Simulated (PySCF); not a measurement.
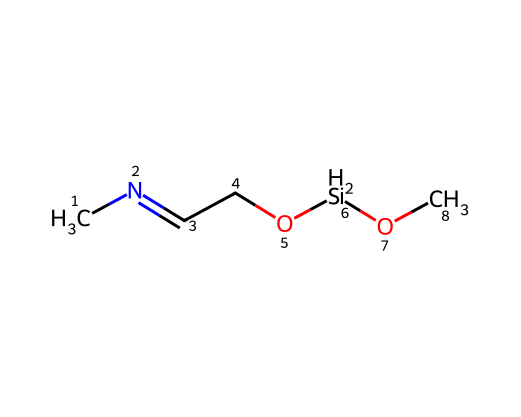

A structural formula, with wedges where it has stereocentres; small numbers name the atoms. The configuration is that of a computed structure (PBE0-D3(BJ)/def2-SVP).

### Assign CIP descriptors.

N2=C3: E.

### Give a SMILES with the stereochemistry.

C/N=C/CO[SiH2]OC
